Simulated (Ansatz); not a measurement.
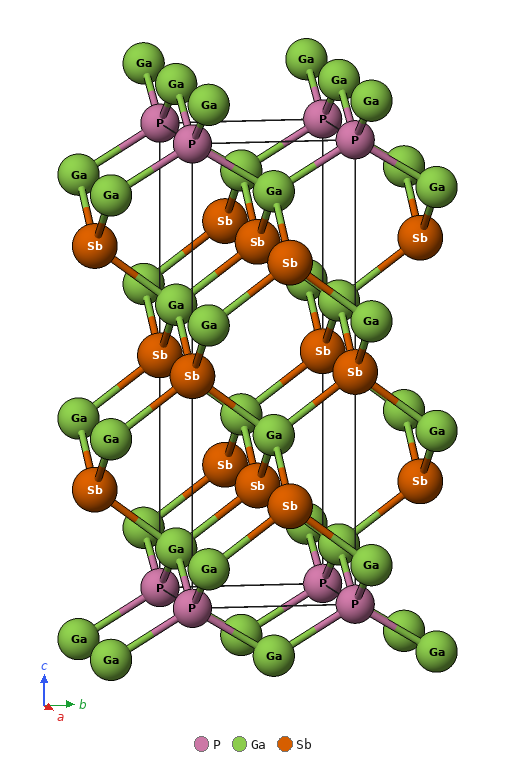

Ball-and-stick drawing of the structure, looking slightly off an axis. The conventional unit cell is outlined; an atom on or near a face, edge or corner is repeated at each equivalent position. Every bond is drawn to its end, so some atoms lie outside the box.

Ga4Sb3P, space group P-4m2 (No. 115), a = 4.220 Å, b = 4.220 Å, c = 11.907 Å, α = 90.00°, β = 90.00°, γ = 90.00°. Origin of the cell: a structure type filled with these elements by a generator (whether the compound takes this form wasn't checked). Earlier steps of the study, as a rule a relaxation of our own, may have changed the cell and positions, so they can lie some per cent off the listed ones. Ansatz was used for an electronic-structure calculation on it.

This one geometry was computed with Ansatz (DFT, plane waves, PAW) at four levels of theory: HSE06, r2SCAN, PBE and PBE with spin-orbit coupling. It was relaxed beforehand with r2SCAN.

> Which level gives the highest pressure at this volume, and what does that say about its equilibrium volume?

Highest: PBE (2.1 GPa) and PBE with spin-orbit coupling (2.1 GPa), which points to the largest equilibrium volume. Lowest, with the smallest volume: HSE06 (0.3 GPa) and r2SCAN (0.0 GPa). Levels within 0.5 GPa of each other can't be told apart.

> How does the band gap change with the level of theory?

PBE: a gap of 0.06 eV, direct; PBE with spin-orbit coupling: a gap of 0.13 eV, direct; r2SCAN: a gap of 0.44 eV, direct; HSE06: a gap of 0.80 eV, direct.

> Collect the results in a table.

| level | cutoff (eV) | k-mesh of the run's cell | gap (eV) | pressure (GPa) |
| --- | --- | --- | --- | --- |
| HSE06 | 420 | 4×4×2 | 0.80 | 0.3 |
| r2SCAN | 500 | 6×6×2 | 0.44 | 0.0 |
| PBE | 420 | 6×6×2 | 0.06 | 2.1 |
| PBE with spin-orbit coupling | 420 | 6×6×2 | 0.13 | 2.1 |

Gaps are taken on the k-mesh or band path of each run.
